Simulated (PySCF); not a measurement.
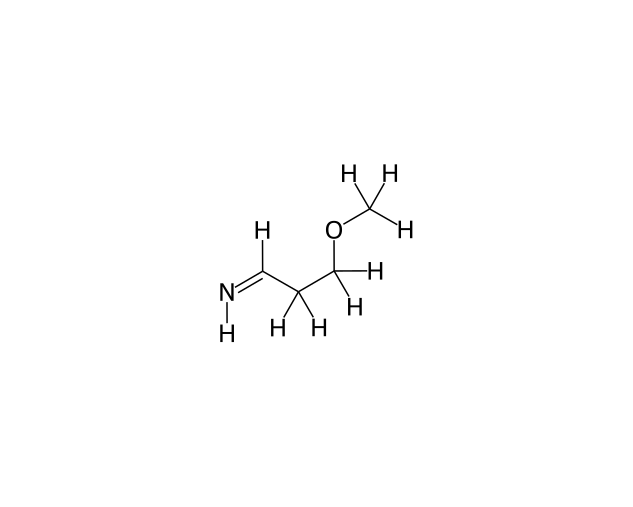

A structural formula.

**Transcribe the drawing into SMILES.**

[H]/N=C\CCOC

**What is the molecular formula?**

C4H9NO.

**An optimisation with GFN2-xTB gave a structure of which point group?**

C1. Other conformers may differ.

More results for the same structure follow; atom numbers are the same in all pictures, views and colours differ. The geometry was computed by an optimisation with GFN2-xTB. No frequency run is at hand to confirm it as a minimum.

### Shape

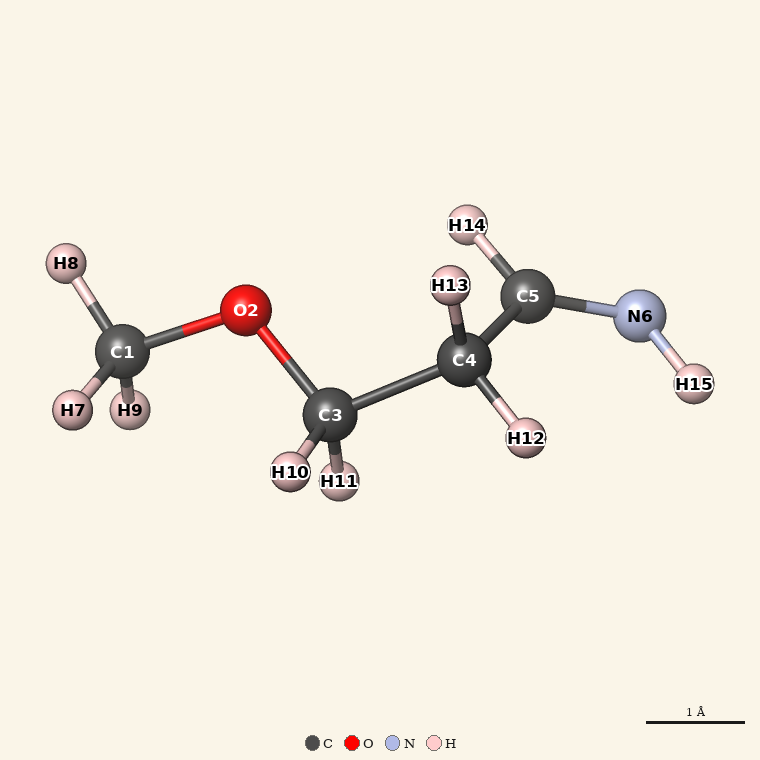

The atoms are numbered. No frequency run is at hand to confirm it as a minimum.

**Describe the coordination of atom 5.**

C5 has 3 neighbours (C4 at 1.50, N6 at 1.25, H14 at 1.09 Å); the arrangement is trigonal planar.

**Describe the coordination of atom 6.**

N6 has 2 neighbours (C5 at 1.25, H15 at 1.02 Å); the arrangement is bent.

**Describe the coordination of atom 3.**

C3 has 4 neighbours (O2 at 1.41, C4 at 1.53, H10 at 1.10, H11 at 1.10 Å); the arrangement is tetrahedral.

**Describe the coordination of atom 2.**

O2 has 2 neighbours (C1 at 1.40, C3 at 1.41 Å); the arrangement is bent.

**What is the dihedral angle C3–C4–C5–N6?**

128° in size, that is anticlinal.

### Quadrupole coupling

No frequency run is at hand to confirm it as a minimum. Electric field gradients from the ground-state density, B3LYP/pcJ-1 (PySCF 2.14.0), non-relativistic apart from any core potentials.

Give the largest field-gradient component, the quadrupole coupling constant and the asymmetry for 17O at O2 (Q = −25.6 mb), 14N at N6 (Q = 20.44 mb), 2H at H7 (Q = 2.86 mb), 2H at H8 (Q = 2.86 mb).

```tsv
atom	V_zz (a.u.)	e²qQ/h (MHz)	η
O2	−2.002	12.04	0.97
N6	−1.056	−5.07	0.36
H7	0.280	0.188	0.09
H8	0.296	0.199	0.07
```

### Spin–spin coupling

No frequency run is at hand to confirm it as a minimum. Properties computed with B3LYP/pcJ-1 indirect spin-spin coupling, non-relativistic, gas phase (PySCF 2.14.0). Isotopes: 13C, 1H, 15N, 17O.

Give the spin–spin coupling constants of these pairs, with the number of bonds between them: C5/N6, N6/H15, C4/N6, C3/N6.

```tsv
pair	bonds apart	J (Hz)
C5, N6	1	−5.9
N6, H15	1	−49.4
C4, N6	2	3.8
C3, N6	3	−0.7
```

### Electronic properties

No frequency run is at hand to confirm it as a minimum. Level of theory: B3LYP/pcJ-1, gas phase (PySCF 2.14.0).

What does the calculation give?

- dipole moment: 3.23 D
- HOMO energy (Kohn–Sham orbital): −6.84 eV
- LUMO energy (Kohn–Sham orbital): −0.08 eV
- HOMO–LUMO gap: 6.76 eV
